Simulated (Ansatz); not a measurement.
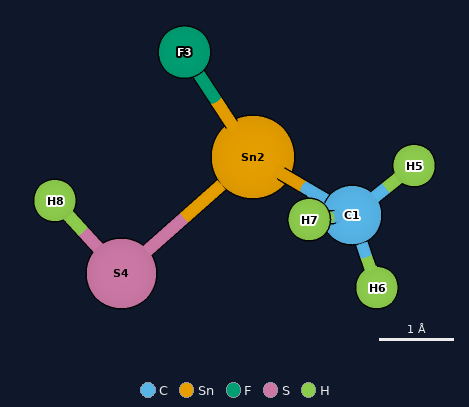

Fig. 1: The structure (ball-and-stick view, seen at a tilt; atoms are numbered from 1 in the order of the input). Sticks mark near contacts. Bond lengths as drawn: C–H 1.09 Å, C–Sn 2.17 Å, F–Sn 1.94 Å, H–S 1.34 Å and S–Sn 2.42 Å.

## What a change does: single-point calculation on CH₄FSSn

System: CH₄FSSn, multiplicity 2.
Method of run 1: UKS PBE-QIDH (frozen core)/def2-TZVPP (Ansatz 0.2.0).

The geometry comes from this level: PBE0-D4/def2-TZVP. Text and figures count atoms from 1; the logs count them from 0 in places.

**The input, run 1**
```yaml
crystal:
  periodic: [false, false, false]
  atoms:
    - {symbol: C, position_ang: [0.587867, 1.174656, -0.623713]}
    - {symbol: Sn, position_ang: [-0.909780, 0.006162, 0.421710]}
    - {symbol: F, position_ang: [-0.135985, -0.268918, 2.180433]}
    - {symbol: S, position_ang: [-0.931500, -2.250509, -0.464154]}
    - {symbol: H, position_ang: [0.550797, 2.206805, -0.281192]}
    - {symbol: H, position_ang: [0.398790, 1.116543, -1.694766]}
    - {symbol: H, position_ang: [1.545359, 0.717427, -0.372017]}
    - {symbol: H, position_ang: [-1.013347, -2.759264, 0.777799]}
basis:
  gaussian: {orbitals: def2-TZVPP}
magnetization: {spin_polarized: true, initial_magnetization: 1}
hamiltonian: {xc: {name: PBE-QIDH}}
```

Hardware: 4 CPU threads, shared host.

**Output (run 1)**
```
Functional definition: PBE-QIDH
  parameter a = 3^(-1/3)
  parameter c = 1/3
  exchange = (1 - a)*pbe_x + a*exact_x
  correlation = (1 - c)*pbe_c + c*(mp2_os + mp2_ss)
1408 factors; integrals over basis functions are off by at most 1.1e-3 eV
mean field evaluation 1: about -20459.3553 eV, gradient 3.3e1 eV
mean field evaluation 2: about -20459.3602 eV, gradient 3.3e1 eV
mean field evaluation 4: about -20464.0942 eV, gradient 3.5e0 eV
mean field evaluation 8: about -20464.1832 eV, gradient 4.5e-1 eV
mean field evaluation 16: about -20464.1867 eV, gradient 3.3e-3 eV
mean field -20464.18673630 eV, -752.0449914352 hartree, gradient 6.1e-6 eV, S^2 0.761835; 0 other end points of the search recorded, 0 dependent functions left out
11 core orbitals not correlated: weight in the atoms' cores, before any rotation towards them, 1.000 or more for the frozen orbitals, at most 0.000 for the correlated occupied ones
reference -20464.18674900 eV, -752.0449919019 hartree; 18, 17 occupied and 181, 182 virtual orbitals, 1408 factors
second order -27.87611695 eV of doubles, -0.00000000 eV of singles
Total energy: -20473.47878799 eV, -752.3864680361 hartree
```

For run 2 the input was changed thus:
```diff
-hamiltonian: {xc: {name: PBE-QIDH}}
+hamiltonian: {xc: {name: B2PLYP}}
```

How does run 2 compare with run 1?

The total energies belong to different methods, so their difference says nothing on which is more stable or more accurate. The functional changes from PBE-QIDH to B2PLYP.

**Output (run 2)**
```
Functional definition: B2PLYP
  parameter a = 0.53
  parameter c = 0.27
  exchange = (1 - a)*b88_x + a*exact_x
  correlation = (1 - c)*lyp_c + c*(mp2_os + mp2_ss)
1408 factors; integrals over basis functions are off by at most 1.1e-3 eV
mean field evaluation 1: about -20463.1791 eV, gradient 3.9e1 eV
mean field evaluation 2: about -20463.2732 eV, gradient 3.9e1 eV
mean field evaluation 4: about -20469.3923 eV, gradient 5.7e0 eV
mean field evaluation 8: about -20469.5389 eV, gradient 6.6e-1 eV
mean field evaluation 16: about -20469.5427 eV, gradient 3.2e-3 eV
mean field -20469.54265976 eV, -752.2418179917 hartree, gradient 7.0e-6 eV, S^2 0.760028; 0 other end points of the search recorded, 0 dependent functions left out
11 core orbitals not correlated: weight in the atoms' cores, before any rotation towards them, 1.000 or more for the frozen orbitals, at most 0.000 for the correlated occupied ones
reference -20469.54282260 eV, -752.2418239761 hartree; 18, 17 occupied and 181, 182 virtual orbitals, 1408 factors
second order -30.03142097 eV of doubles, -0.00000000 eV of singles
Total energy: -20477.65130626 eV, -752.5398052546 hartree
```

**The two runs side by side**

| quantity | run 1 | run 2 |
| --- | --- | --- |
| outcome | converged | converged |
| total energy (hartree) | −752.386468 | −752.539805 |
| ⟨S²⟩ | 0.762 | 0.760 |
| basis functions | 210 | 210 |
| wall time (shared host) | 11 s | 11 s |
